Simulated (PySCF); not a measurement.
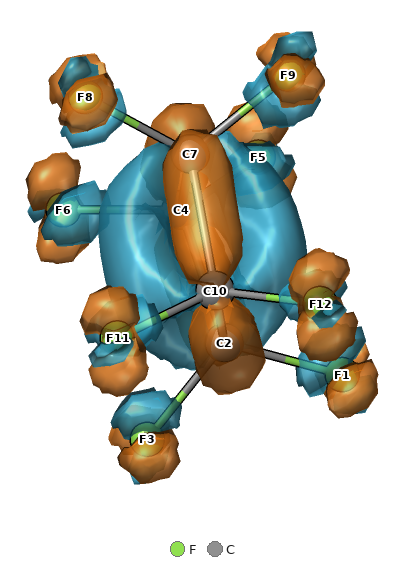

Figure 1: C4F8, SMILES `FC1(F)C(F)(F)C(F)(F)C1(F)F`. Unrelaxed difference density of S₁ less the ground state (TDA singlet states), ±0.05 e/Å³; light blue: gain, orange: loss.

PySCF calculation, ωB97X/cc-pVDZ, gas phase; geometry: GFN2-xTB. No frequency check shows the geometry to be a minimum. Without diffuse functions Rydberg states are missing, so the states' numbers hold for this basis only.

Input script:

```python
import numpy as np
from pyscf import gto, scf, dft, tdscf
from pyscf.scf import atom_ks, atom_hf
from scipy.linalg import block_diag

def solve(mol, dm0=None, hcore=None):
    mf = (dft.UKS if mol.spin else dft.RKS)(mol, xc='wb97x')
    mf.grids.level = 3
    mf = mf.density_fit(auxbasis='def2-universal-jkfit')
    mf.conv_tol, mf.max_cycle = 1e-8, 80
    if hcore is not None:
        mf.get_hcore = lambda *args: hcore
    mf.kernel(dm0)
    if not mf.converged:
        mf = mf.newton().run(mf.mo_coeff, mf.mo_occ, max_cycle=30)
    assert mf.converged, 'SCF not converged'
    return mf

mol = gto.M(atom='''
F     -1.24259    -1.24254     1.21591
C     -0.78252    -0.78250     0.04930
F     -1.41893    -1.41861    -0.93389
C      0.78252    -0.78250    -0.04930
F      1.41893    -1.41861     0.93389
F      1.24259    -1.24254    -1.21591
C      0.78252     0.78250     0.04930
F      1.41893     1.41861    -0.93389
F      1.24259     1.24254     1.21591
C     -0.78252     0.78250    -0.04930
F     -1.24259     1.24254    -1.21591
F     -1.41893     1.41861     0.93389
''', basis='cc-pvdz', charge=0, spin=0, verbose=4)
mf = solve(mol)
td = mf.TDA()
td.nstates, td.singlet, td.conv_tol = 4, True, 1e-5
td.kernel()
td.analyze()
x, y = np.array([p[0] for p in td.xy]), np.array([p[1] + 0 * p[0] for p in td.xy])
f, mu = td.oscillator_strength(), td.transition_dipole()
nto = [td.get_nto(state=i + 1, verbose=4) for i in range(len(td.e))]
# spherically averaged free atoms, for the promolecule
atm = atom_ks.get_atm_nrks(mol, xc='wb97x')
pro = block_diag(*[(atm[a[0]][2] * atm[a[0]][3]) @ atm[a[0]][2].T for a in mol._atom])
np.savez('result.npz', e=td.e, f=f, ok=td.converged, w=[n[0] for n in nto], nto=[n[1] for n in nto], x=x, y=y, c=mf.mo_coeff, occ=mf.mo_occ, eps=mf.mo_energy, pro=pro, mu=mu)
```

Command:

```sh
OMP_NUM_THREADS=1 python input.py
```

The run took 4.1 min on 1 thread of Intel(R) Xeon(R) 6975P-C (Granite Rapids) (shared host), peak memory 0.96 GiB.

How does the charge move on excitation?

0.68 e is displaced in all, mostly between regions of the same atoms. The state: 6.85 eV (181 nm), f = 0.000 (dark); the leading pair carries 99 %; hole on C2, C4, C7 and C10 (13 % each) and F1, F3, F5, F6, F8, F9, F11 and F12 (6 % each), electron on C2, C4, C7 and C10 (14 % each) and F1, F6, F9 and F11 (6 % each); their centroids lie 0.0 Å apart.
